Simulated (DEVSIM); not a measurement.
Device: abrupt Si n-p junction, at 300 K.

```tsv
layer (left to right)	material	thickness (μm)	Nd (cm⁻³)	Na (cm⁻³)	τn (s)	τp (s)
1	Si	0.210	2.9e18	-	5.4e-7	5.4e-7
2	Si	100	-	1.5e17	5.4e-7	5.4e-7
```

Left contact: ohmic. Right contact: ohmic. Voltage is applied to the left contact. Recombination: SRH at mid-gap, Auger. Mobility is μmin + (μ − μmin)/(1 + (N/Nref)^α).

This is a model device: material constants are rounded textbook-type values typed into the input, and sizes, dopings and lifetimes were drawn at random. Values at 300 K.

```csv
parameter,Si
gap (eV),1.124
affinity (eV),4.05
permittivity,11.7
Nc (cm⁻³),2.86e19
Nv (cm⁻³),3.1e19
μn (cm²/Vs),1417
μp (cm²/Vs),470
"μn,min",52
"μp,min",45
"Nref,n",9.7e16
"Nref,p",2.2e17
αn,0.68
αp,0.72
Cn (cm⁶/s),2.8e-31
Cp (cm⁶/s),9.9e-32
```

DEVSIM, 1D drift-diffusion, Boltzmann statistics, complete ionisation; no tunnelling, impact ionisation, image-force lowering or self-heating.

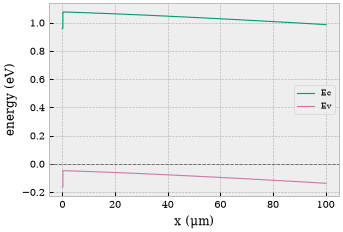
Band edges at -0.9 V on the left contact

Energies count from the Fermi level of the right contact; mesh points crowd at the junctions.

```json
[
 {"x (μm)": "0.000", "Ec (eV)": "0.959", "Ev (eV)": "-0.165", "n (cm⁻³)": "2.9e18", "p (cm⁻³)": "< 1e2", "field (V/cm)": "≈ 0"},
 {"x (μm)": "0.02735", "Ec (eV)": "0.959", "Ev (eV)": "-0.165", "n (cm⁻³)": "2.9e18", "p (cm⁻³)": "2.6e14", "field (V/cm)": "≈ 0"},
 {"x (μm)": "0.08195", "Ec (eV)": "0.959", "Ev (eV)": "-0.165", "n (cm⁻³)": "2.9e18", "p (cm⁻³)": "7.8e14", "field (V/cm)": "≈ 0"},
 {"x (μm)": "0.1534", "Ec (eV)": "0.959", "Ev (eV)": "-0.165", "n (cm⁻³)": "2.9e18", "p (cm⁻³)": "1.5e15", "field (V/cm)": "≈ 0"},
 {"x (μm)": "0.2048", "Ec (eV)": "0.964", "Ev (eV)": "-0.160", "n (cm⁻³)": "2.4e18", "p (cm⁻³)": "2.3e15", "field (V/cm)": "19000"},
 {"x (μm)": "0.2303", "Ec (eV)": "1.066", "Ev (eV)": "-0.058", "n (cm⁻³)": "4.7e16", "p (cm⁻³)": "1.2e17", "field (V/cm)": "11000"},
 {"x (μm)": "0.2861", "Ec (eV)": "1.076", "Ev (eV)": "-0.048", "n (cm⁻³)": "3.2e16", "p (cm⁻³)": "1.8e17", "field (V/cm)": "17"},
 {"x (μm)": "0.4999", "Ec (eV)": "1.076", "Ev (eV)": "-0.048", "n (cm⁻³)": "3.1e16", "p (cm⁻³)": "1.8e17", "field (V/cm)": "≈ 0"},
 {"x (μm)": "0.8959", "Ec (eV)": "1.076", "Ev (eV)": "-0.048", "n (cm⁻³)": "3.1e16", "p (cm⁻³)": "1.8e17", "field (V/cm)": "≈ 0"},
 {"x (μm)": "1.858", "Ec (eV)": "1.075", "Ev (eV)": "-0.049", "n (cm⁻³)": "3.0e16", "p (cm⁻³)": "1.8e17", "field (V/cm)": "≈ 0"},
 {"x (μm)": "3.968", "Ec (eV)": "1.074", "Ev (eV)": "-0.050", "n (cm⁻³)": "2.9e16", "p (cm⁻³)": "1.8e17", "field (V/cm)": "≈ 0"},
 {"x (μm)": "11.57", "Ec (eV)": "1.069", "Ev (eV)": "-0.055", "n (cm⁻³)": "2.4e16", "p (cm⁻³)": "1.7e17", "field (V/cm)": "≈ 0"},
 {"x (μm)": "27.00", "Ec (eV)": "1.057", "Ev (eV)": "-0.067", "n (cm⁻³)": "1.7e16", "p (cm⁻³)": "1.7e17", "field (V/cm)": "≈ 0"},
 {"x (μm)": "57.74", "Ec (eV)": "1.030", "Ev (eV)": "-0.094", "n (cm⁻³)": "8.4e15", "p (cm⁻³)": "1.6e17", "field (V/cm)": "≈ 0"},
 {"x (μm)": "86.11", "Ec (eV)": "1.001", "Ev (eV)": "-0.123", "n (cm⁻³)": "3.3e15", "p (cm⁻³)": "1.5e17", "field (V/cm)": "-11"},
 {"x (μm)": "94.24", "Ec (eV)": "0.993", "Ev (eV)": "-0.131", "n (cm⁻³)": "1.6e15", "p (cm⁻³)": "1.5e17", "field (V/cm)": "-11"},
 {"x (μm)": "97.58", "Ec (eV)": "0.989", "Ev (eV)": "-0.135", "n (cm⁻³)": "7.5e14", "p (cm⁻³)": "1.5e17", "field (V/cm)": "-11"},
 {"x (μm)": "99.11", "Ec (eV)": "0.987", "Ev (eV)": "-0.137", "n (cm⁻³)": "3.2e14", "p (cm⁻³)": "1.5e17", "field (V/cm)": "-11"},
 {"x (μm)": "99.86", "Ec (eV)": "0.987", "Ev (eV)": "-0.137", "n (cm⁻³)": "1.0e14", "p (cm⁻³)": "1.5e17", "field (V/cm)": "-11"},
 {"x (μm)": "100.1", "Ec (eV)": "0.986", "Ev (eV)": "-0.138", "n (cm⁻³)": "4.2e13", "p (cm⁻³)": "1.5e17", "field (V/cm)": "-11"},
 {"x (μm)": "100.2", "Ec (eV)": "0.986", "Ev (eV)": "-0.138", "n (cm⁻³)": "1.4e13", "p (cm⁻³)": "1.5e17", "field (V/cm)": "-11"},
 {"x (μm)": "100.2", "Ec (eV)": "0.986", "Ev (eV)": "-0.138", "n (cm⁻³)": "770", "p (cm⁻³)": "1.5e17", "field (V/cm)": "-11"}
]
```
